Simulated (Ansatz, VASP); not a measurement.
# Cross-check of SiC (Moissanite) between VASP and Ansatz, part 2 of 2

Aim: how closely do two programs agree when they are given the same cell, functional and k mesh?

VASP 6.6.1 and Ansatz 0.2.0.

So far: The structure; Ansatz: band structure, r2SCAN-EpsX.

## 3. VASP: band structure, r2SCAN-EpsX

Level of this step: r2SCAN-EpsX, exact-exchange share 1/7.082; plane waves and PAW (Si, C) (VASP).

The same cell, functional, mesh and smearing now go to VASP, with its own data sets and cutoff.

Lines of VASP's logs that name or quote its potential files are left out, and so is its time.

Contents of INCAR:

```
SYSTEM = SiC
PREC = Accurate
ENCUT = 460
EDIFF = 1E-06
NELM = 100
ISMEAR = 0
SIGMA = 0.03
LREAL = .FALSE.
ALGO = Normal
LHFCALC = .TRUE.
AEXX = 0.141
METAGGA = R2SCAN
LASPH = .TRUE.
NBANDS = 14
PRECFOCK = Fast
HFRCUT = -1
LORBIT = 11
LWAVE = .FALSE.
LCHARG = .FALSE.
KPAR = 8
```

Contents of POSCAR:

```
SiC
1.0
    3.0760000000      0.0000000000      0.0000000000
   -1.5380000000      2.6638941420      0.0000000000
    0.0000000000      0.0000000000      5.0480000000
Si C
2 2
Direct
    0.6666666667      0.3333333333      0.5000000000
    0.3333333333      0.6666666667      0.0000000000
    0.6666666667      0.3333333333      0.8850000000
    0.3333333333      0.6666666667      0.3850000000
```

Contents of KPOINTS:

```
Automatic mesh
0
Gamma
5 5 3
0 0 0
```

Contents of KPOINTS_OPT:

```
Line mode
10
Line-mode
Reciprocal
  0.00000000   0.00000000   0.00000000 GAMMA
  0.50000000   0.00000000   0.00000000 M

  0.50000000   0.00000000   0.00000000 M
  0.33333333   0.33333333   0.00000000 K

  0.33333333   0.33333333   0.00000000 K
  0.00000000   0.00000000   0.00000000 GAMMA

  0.00000000   0.00000000   0.00000000 GAMMA
  0.00000000   0.00000000   0.50000000 A

  0.00000000   0.00000000   0.50000000 A
  0.50000000   0.00000000   0.50000000 L

  0.50000000   0.00000000   0.50000000 L
  0.33333333   0.33333333   0.50000000 H

  0.33333333   0.33333333   0.50000000 H
  0.00000000   0.00000000   0.50000000 A

  0.50000000   0.00000000   0.50000000 L
  0.50000000   0.00000000   0.00000000 M

  0.33333333   0.33333333   0.00000000 K
  0.33333333   0.33333333   0.50000000 H
```

Potentials, in the order of the species: Si and C (PBE family, release 64).

Run with:

```console
> mpirun -np 8 vasp_std
```

Numbers of over 12 decimals in the logs are rounded to 6 here.

Output:

```text
[banner, memory and clock lines left out]
running    8 mpi-ranks, on    1 nodes
 distrk:  each k-point on    1 cores,    8 groups
 distr:  one band on    1 cores,    1 groups

 POSCAR found type information on POSCAR SiC
 POSCAR found :  2 types and       4 ions
|                                                                             |
|           W    W    AA    RRRRR   N    N  II  N    N   GGGG   !!!           |
|           W    W   A  A   R    R  NN   N  II  NN   N  G    G  !!!           |
|           W    W  A    A  R    R  N N  N  II  N N  N  G       !!!           |
|           W WW W  AAAAAA  RRRRR   N  N N  II  N  N N  G  GGG   !            |
|           WW  WW  A    A  R   R   N   NN  II  N   NN  G    G                |
|           W    W  A    A  R    R  N    N  II  N    N   GGGG   !!!           |
|                                                                             |
|     For optimal performance we recommend to set                             |
|       NCORE = 2 up to number-of-cores-per-socket                            |
|     NCORE specifies how many cores store one orbital (NPAR=cpu/NCORE).      |
|     This setting can greatly improve the performance of VASP for DFT.       |
|     The default, NCORE=1 might be grossly inefficient on modern             |
|     multi-core architectures or massively parallel machines. Do your        |
|     Unfortunately you need to use the default for GW and RPA                |
|     calculations (for HF NCORE is supported but not extensively tested      |
|     yet).                                                                   |
|                                                                             |

|                                                                             |
|               ----> ADVICE to this user running VASP <----                  |
|                                                                             |
|     You enforced a specific xc type in the INCAR file but a different       |
|     [... a line on the potential file left out ...]
|     I HOPE YOU KNOW WHAT YOU ARE DOING!                                     |
|                                                                             |

 LDA part: xc-table for (None), standard interpolation
 found WAVECAR, reading the header
 POSCAR, INCAR and KPOINTS ok, starting setup
 FFT: planning ... GRIDC
 FFT: planning ... GRID_SOFT
 FFT: planning ... GRID
 HFRCUT set to (new)   9.047566
 reading WAVECAR
 the WAVECAR file was read successfully
 initial charge from wavefunction
 entering main loop
       N       E                     dE             d eps       ncg     rms          rms(c)
DAV:   1    -0.411425413017E+02   -0.41143E+02   -0.18595E+00   280   0.120E+01    0.523E+00
DAV:   2    -0.411518549215E+02   -0.93136E-02   -0.66831E-02   370   0.192E+00    0.417E+00
DAV:   3    -0.411484206591E+02    0.34343E-02   -0.61599E-03   352   0.497E-01    0.247E+00
DAV:   4    -0.411479145037E+02    0.50616E-03   -0.10847E-03   358   0.205E-01    0.142E+00
DAV:   5    -0.411477279406E+02    0.18656E-03   -0.67793E-05   358   0.592E-02    0.815E-01
DAV:   6    -0.411476480274E+02    0.79913E-04   -0.13858E-05   340   0.328E-02    0.470E-01
DAV:   7    -0.411476136782E+02    0.34349E-04   -0.58542E-06   316   0.223E-02    0.270E-01
DAV:   8    -0.411475977189E+02    0.15959E-04   -0.19850E-06   218   0.133E-02    0.157E-01
DAV:   9    -0.411475897943E+02    0.79246E-05   -0.10138E-06   158   0.963E-03    0.892E-02
DAV:  10    -0.411475857356E+02    0.40587E-05   -0.33619E-07   158   0.543E-03    0.507E-02
DAV:  11    -0.411475835851E+02    0.21505E-05   -0.12718E-07   158   0.335E-03    0.288E-02
DAV:  12    -0.411475824157E+02    0.11693E-05   -0.49039E-08   158   0.207E-03    0.163E-02
DAV:  13    -0.411475817711E+02    0.64466E-06   -0.19859E-08   140   0.133E-03
   1 F= -.41147582E+02 E0= -.41147582E+02  d E =-.795206E-11
 Start KPOINTS_OPT (optional k-point list driver)
k-point batch [1-10\90]
       N       E                     dE             ncg
DAV:   1     0.904364880185E+03   -0.22538E+04      280
DAV:   2     0.280059688242E+03   -0.62431E+03      408
DAV:   3     0.229103717986E+03   -0.50956E+02      376
DAV:   4     0.228449050820E+03   -0.65467E+00      364
DAV:   5     0.228440232299E+03   -0.88185E-02      388
DAV:   6     0.228440102386E+03   -0.12991E-03      364
DAV:   7     0.228440098873E+03   -0.35133E-05      338
DAV:   8     0.228440098749E+03   -0.12362E-06      284
[...]
k-point batch [81-90\90]
       N       E                     dE             ncg
DAV:   1     0.624305487881E+03   -0.60083E+04      280
DAV:   2     0.960028007690E+02   -0.52830E+03      354
DAV:   3     0.667545586037E+02   -0.29248E+02      388
DAV:   4     0.663875355095E+02   -0.36702E+00      394
DAV:   5     0.663845544835E+02   -0.29810E-02      400
DAV:   6     0.663845278647E+02   -0.26619E-04      370
DAV:   7     0.663845275815E+02   -0.28327E-06      278
```

OUTCAR, selected parts (step 3):

```text
ion  position               nearest neighbor table
   1  0.667  0.333  0.500-   4 1.87   4 1.87   4 1.87   3 1.94   2 3.09   2 3.09   2 3.09   2 3.09
                             2 3.09   2 3.09
   2  0.333  0.667  0.000-   3 1.87   3 1.87   3 1.87   4 1.94   1 3.09   1 3.09   1 3.09   1 3.09
                             1 3.09   1 3.09
   3  0.667  0.333  0.885-   2 1.87   2 1.87   2 1.87   1 1.94
   4  0.333  0.667  0.385-   1 1.87   1 1.87   1 1.87   2 1.94

  LATTYP: Found a hexagonal cell.
 ALAT       =     3.0760000000
 C/A-ratio  =     1.6410923277

 Subroutine GETGRP returns: Found 12 space group operations
 (whereof  6 operations were pure point group operations)

The static configuration has the point symmetry C_3v.
 The point group associated with its full space group is C_6v.

 Found     10 irreducible k-points:

   k-points           NKPTS =     10   k-points in BZ     NKDIM =     75   number of bands    NBANDS=     14

   dimension x,y,z NGX =    24 NGY =   24 NGZ =   36
   dimension x,y,z NGXF=    48 NGYF=   48 NGZF=   72

   ENCUT  =  460.0 eV  33.81 Ry    5.81 a.u.   5.38  5.38  8.83*2*pi/ulx,y,z

   NELECT =      16.0000    total number of electrons

 k-points in reciprocal lattice and weights: Automatic mesh
   0.00000000  0.00000000  0.00000000       0.013
   0.20000000 -0.00000000  0.00000000       0.080
   0.40000000 -0.00000000  0.00000000       0.080
   0.20000000  0.20000000  0.00000000       0.080
   0.40000000  0.20000000  0.00000000       0.080
   0.00000000  0.00000000  0.33333333       0.027
   0.20000000 -0.00000000  0.33333333       0.160
   0.40000000 -0.00000000  0.33333333       0.160
   0.20000000  0.20000000  0.33333333       0.160
   0.40000000  0.20000000  0.33333333       0.160

  exchange ACFDT corr.  =         0.00000000  see jH, gK, PRB 81, 115126

 average (electrostatic) potential at core
       1 -80.5512       2 -80.5512       3 -43.9087       4 -43.9087

 E-fermi :   7.9485

 k-point     1 :       0.0000    0.0000    0.0000
  band No.  band energies     occupation
    ...
      4       6.0741      2.00000
      5       6.0741      2.00000
      6       7.4932      2.00000
      7       7.4932      2.00000
      8       7.8243      2.00000
      9      13.9411      0.00000
     10      15.3657      0.00000
     11      15.8006      0.00000
     12      15.8006      0.00000
     13      16.9616      0.00000
    ...

 k-point     2 :       0.2000   -0.0000    0.0000
  band No.  band energies     occupation
    ...
      4       3.0633      2.00000
      5       5.1104      2.00000
      6       5.2041      2.00000
      7       7.0297      2.00000
      8       7.2235      2.00000
      9      13.5979      0.00000
     10      15.7332      0.00000
     11      16.2097      0.00000
     12      16.9925      0.00000
     13      17.0213      0.00000
    ...

 k-point     3 :       0.4000   -0.0000    0.0000
  band No.  band energies     occupation
    ...
      4       1.2148      2.00000
      5       1.6591      2.00000
      6       4.0523      2.00000
      7       5.1059      2.00000
      8       6.2738      2.00000
      9      11.9259      0.00000
     10      13.5818      0.00000
     11      16.2367      0.00000
     12      16.6507      0.00000
     13      18.3551      0.00000
    ...

  energy-cutoff  :      460.00
  volume of cell :       41.36
      direct lattice vectors                 reciprocal lattice vectors
     3.076000000  0.000000000  0.000000000     0.325097529  0.187695146  0.000000000
    -1.538000000  2.663894142  0.000000000     0.000000000  0.375390292  0.000000000
     0.000000000  0.000000000  5.048000000     0.000000000  0.000000000  0.198098257

 POSITION                                       TOTAL-FORCE (eV/Angst)
 -----------------------------------------------------------------------------------
      1.53800      0.88796      2.52400         0.000000     -0.000000      0.764960
     -0.00000      1.77593      0.00000        -0.000000      0.000000      0.764960
      1.53800      0.88796      4.46748        -0.000000      0.000000     -0.764960
     -0.00000      1.77593      1.94348         0.000000     -0.000000     -0.764960
 -----------------------------------------------------------------------------------
    total drift:                                0.000000      0.000000      0.001416

  FREE ENERGIE OF THE ION-ELECTRON SYSTEM (eV)
  ---------------------------------------------------
  free  energy   TOTEN  =       -41.1475817711 eV

  energy  without entropy=      -41.1475817711  energy(sigma->0) =      -41.14758177

 total charge
# of ion       s       p       d       tot
------------------------------------------
    1        0.709   0.983   0.000   1.692
    2        0.709   0.983   0.000   1.692
    3        0.851   1.723   0.000   2.573
    4        0.851   1.723   0.000   2.573
--------------------------------------------------
tot          3.119   5.411   0.000   8.530

[... 3 further parts left out ...]
```

## 4. Comparison

Known differences besides the PAW data sets themselves: exact exchange at q = 0 is treated differently, which shows on coarse meshes; VASP keeps PBE cores, Ansatz makes them for the functional; the cutoff is 500 eV in Ansatz and 460 eV in VASP; VASP takes a coarser grid for exact exchange (PRECFOCK = Fast). Total energies have different zeros and are not compared.

Compared:

```csv
quantity,Ansatz,VASP,difference
gap over the path points (eV),3.482,3.495,-0.013
```

Forces (eV/Å; atoms numbered as in POSCAR):

```csv
atom,"Ansatz x, y, z","VASP x, y, z"
Si1,"0.000, 0.000, 0.765","0.000, 0.000, 0.765"
Si2,"0.000, 0.000, 0.765","0.000, 0.000, 0.765"
C3,"0.000, 0.000, -0.765","0.000, 0.000, -0.765"
C4,"0.000, 0.000, -0.765","0.000, 0.000, -0.765"
```

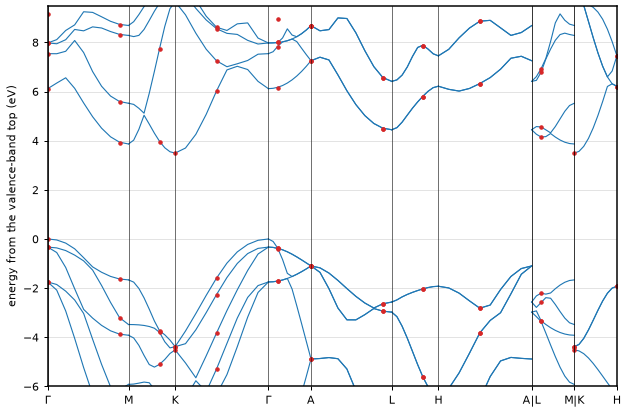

Bands from VASP (lines) and levels from Ansatz (dots). Dots without a line are higher empty bands that the VASP plot leaves out.

Levels at points of the path, from each program's valence-band top (eV; 4 filled, then empty):

```csv
k (reciprocal lattice),Ansatz,VASP
0.000 0.000 0.000,-1.74 -0.33 -0.33 0.00 6.09 7.52 7.98,-1.75 -0.33 -0.33 0.00 6.12 7.54 7.98
0.444 0.000 0.000,-6.13 -3.86 -3.20 -1.62 3.93 5.58 8.31,-6.14 -3.87 -3.20 -1.63 3.94 5.59 8.32
0.389 0.222 0.000,-6.53 -5.10 -3.80 -3.74 3.96 7.74 9.59,-6.53 -5.10 -3.81 -3.74 3.97 7.75 9.60
0.333 0.333 0.000,-7.09 -4.51 -4.38 -4.38 3.48 9.63 10.38,-7.10 -4.51 -4.38 -4.38 3.50 9.65 10.40
0.185 0.185 0.000,-5.29 -3.82 -2.26 -1.59 6.02 7.24 8.55,-5.29 -3.82 -2.26 -1.59 6.03 7.25 8.56
0.000 0.000 0.111,-1.70 -0.39 -0.38 -0.38 6.15 7.82 8.00,-1.71 -0.39 -0.38 -0.38 6.17 7.84 7.99
0.000 0.000 0.500,-1.09 -1.09 -1.09 -1.09 7.24 7.24 8.68,-1.10 -1.10 -1.10 -1.10 7.25 7.25 8.68
0.444 0.000 0.500,-2.93 -2.93 -2.64 -2.64 4.49 4.49 6.56,-2.94 -2.94 -2.64 -2.64 4.51 4.51 6.57
0.389 0.222 0.500,-5.61 -5.61 -2.03 -2.03 5.79 5.79 7.87,-5.61 -5.61 -2.03 -2.03 5.81 5.81 7.88
0.185 0.185 0.500,-3.82 -3.82 -2.81 -2.81 6.31 6.31 8.85,-3.82 -3.82 -2.82 -2.82 6.32 6.32 8.86
```

The forces differ by 0.2 meV/Å r.m.s., which is 0.1 % of the r.m.s. force of 0.44 eV/Å (both taken over all components). Among the levels compared (up to four filled and three empty ones at each point), filled levels agree within 11 meV and empty ones within 23 meV.

## 5. Results

- difference in gap over the path points (band structure, r2SCAN-EpsX): -0.013 eV

**Reading.** The difference in gap over the path points is -0.013 eV (band structure, r2SCAN-EpsX), within the 0.08 eV picked in this series as the mark of a large difference. Differences of this kind measure data sets and numerical settings, not the functional's error against experiment.

[Lines on the potential files, build, host, timing and source positions are cut from VASP's logs without a mark.]

[Logs are printed without paths, hosts, clocks, repeated set-up lines and the standing remarks that a program may print on its own settings, such as how far it seeks lower states.]

[Hosts, paths, dates, database ids (printed as entryN), source tags and the programs' standing remarks are cut or masked in the printed files.]
